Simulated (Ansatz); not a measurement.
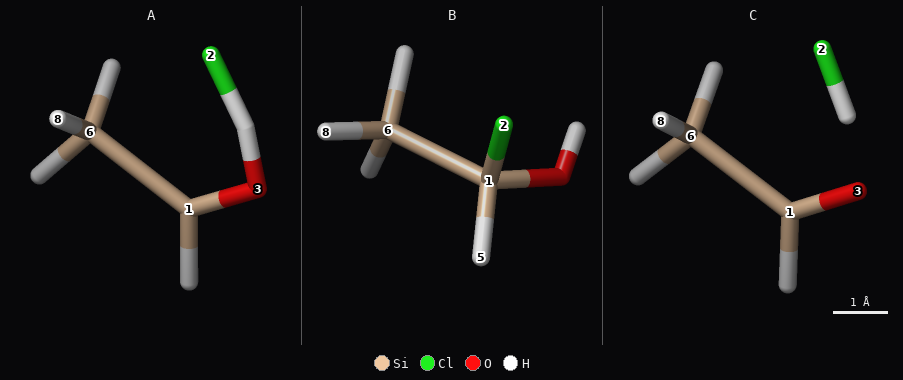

Three geometries of Si$_{2}$H$_{5}$OCl: a saddle point and the two minima that it joins, in shuffled order. Style: stick. Shown at a tilt. Sticks join atoms that are closer than about 1.2 times the sum of their covalent radii (a little more with hydrogen).

Stationary points at PBE0-D4/def2-TZVP, single-point energies with PBE-QIDH (def2-TZVPP where no basis is named; Ansatz 0.2.0). The energies are electronic, without zero-point or thermal terms, and both ends are the minima reached downhill from the saddle, with any fragments still in contact.

Question: Identify the saddle point and describe the reaction.

Answer: Frame A is the saddle point. Counted by bonded pieces, B holds Si₂H₅ClO and C holds HCl + Si₂H₄O. From B over the saddle to C, a bond forms: Cl–H (3.30 → 1.51 → 1.36 Å). Bonds break: Cl–Si (2.07 → 3.26 → 3.52 Å), H–O (0.96 → 1.26 → 1.53 Å). The saddle has one imaginary mode, 284i cm⁻¹. With PBE-QIDH the barrier is 2.76 eV from B and 0.05 eV from C, and C lies 2.71 eV above B. By Pauling bond orders of the changing bonds the saddle lies closer to C, the higher end, as Hammond's postulate suggests.
